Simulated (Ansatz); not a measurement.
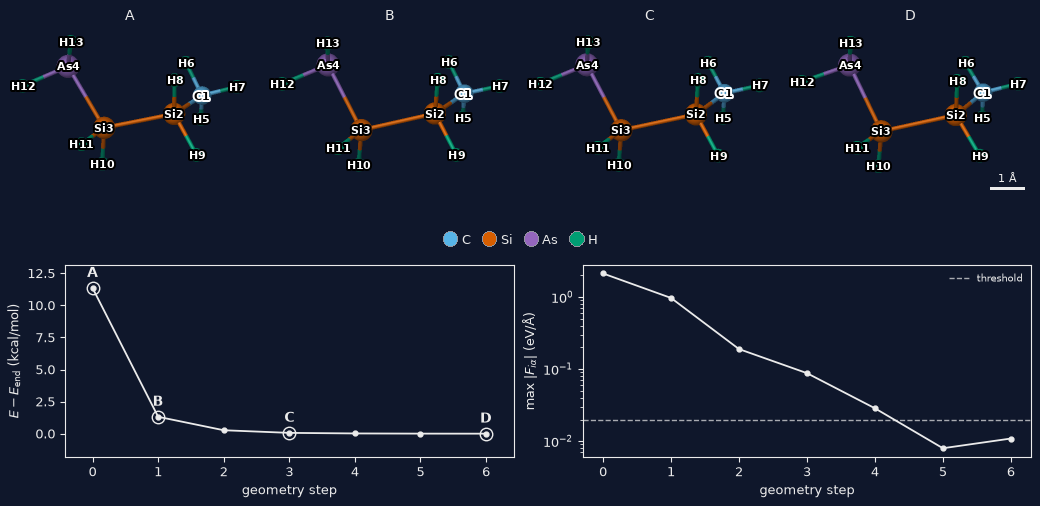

Frames of a relaxation of CH9AsSi2, marked on the history of the run. A ball-and-stick model, seen at a tilt.

The run prepares an end point of a later path (hydrogen shift) calculation, from a guessed geometry.

These are results of RKS revPBE-D4/def2-SVP in Ansatz 0.2.0, not measurements.

Input file:
```yaml
crystal:
  periodic: [false, false, false]
  atoms:
    - { symbol: C, position_ang: [-1.3809, 0.4131, 1.4661] }
    - { symbol: Si, position_ang: [-0.6993, -0.9681, 0.4953] }
    - { symbol: Si, position_ang: [1.2368, -0.3392, -0.3719] }
    - { symbol: As, position_ang: [1.0237, 1.5058, -1.7432] }
    - { symbol: H, position_ang: [-0.7378, 0.7387, 2.2565] }
    - { symbol: H, position_ang: [-1.5782, 1.3384, 0.7739] }
    - { symbol: H, position_ang: [-2.3789, 0.1531, 1.8858] }
    - { symbol: H, position_ang: [-1.5665, -1.3227, -0.6032] }
    - { symbol: H, position_ang: [-0.4952, -2.0963, 1.4354] }
    - { symbol: H, position_ang: [2.1882, 0.0214, 0.7571] }
    - { symbol: H, position_ang: [1.8294, -1.4489, -1.1168] }
    - { symbol: H, position_ang: [2.3784, 1.3252, -2.3756] }
    - { symbol: H, position_ang: [0.2008, 0.6448, -2.8444] }
basis:
  gaussian: { orbitals: def2-SVP }
hamiltonian:
  xc: revpbe
  dispersion: d4
relax:
  f_tol: 0.02
  max_steps: 50
output:
  orbitals: {}
```

Launched with:
```bash
ansatz run input.yaml --threads 2 --pin off --max-ram 3072MiB --backend cpu --events-out ev --progress --plain --runs-dir out
```

Describe the path.

The largest move after the best rigid fit is that of H11, 0.18 Å. Largest moves by element: H 0.18 Å, Si 0.14 Å, C 0.10 Å, As 0.08 Å. Some distances before and after: Si2–Si3 2.213 → 2.354 Å, Si3–As4 2.309 → 2.405 Å, C1–Si2 1.821 → 1.901 Å, As4–H13 1.622 → 1.543 Å. Among the angles between lasting bonds that change: Si2–Si3–As4 112.3° → 106.5°, H12–As4–H13 96.2° → 91.7°, H8–Si2–H9 112.2° → 107.8°. The energy falls by 11.4 kcal/mol in 6 geometry steps. The largest force component goes from 2.1 to 0.011 eV/Å. The run took 40 s on 2 threads of Intel(R) Xeon(R) Processor @ 2.50GHz (Skylake/Cascade Lake) (shared host), peak memory 0.19 GiB. From step 0 to 1: H11 moves most (0.17 Å), energy −10.0 kcal/mol. From step 1 to 3: H12 moves most (0.08 Å), energy −1.25 kcal/mol. From step 3 to 6: H12 moves most (0.09 Å), energy −0.06 kcal/mol.

| step | E − E(0), kcal/mol | largest force component, eV/Å |
| --- | --- | --- |
| 0 | 0.00 | 2.1289 |
| 1 | -10.03 | 0.9740 |
| 2 | -11.08 | 0.1901 |
| 3 | -11.29 | 0.0880 |
| 4 | -11.33 | 0.0286 |
| 5 | -11.35 | 0.0080 |
| 6 | -11.35 | 0.0109 |
